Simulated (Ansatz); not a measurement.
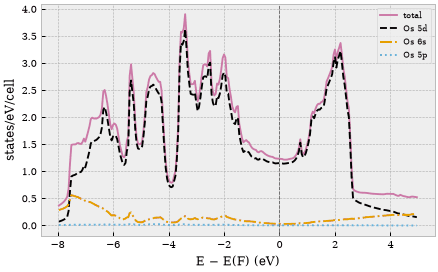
Figure. Total and projected density of states of Os (hcp (Mg type), P6_3/mmc), PBE (plane waves, PAW; program Ansatz)

Question: Which orbitals carry the states next to the Fermi level?

Answer: Within 0.5 eV of the Fermi level: Os 5d 93 %. Projections are on Löwdin-orthogonalised atomic valence shells; empty p or d shells of many metals are not among them.

Question: Where is the tallest occupied peak in this window, and what makes it?

Answer: Near -3.4 eV, about 3.9 states/eV per cell; the largest projected share is Os 5d.

The cell was relaxed with PBE under the symmetry of its start. The run is not spin-polarised. Spin–orbit coupling is left out wherever it is not named.

Potentials: the later of the program's two PAW sets.
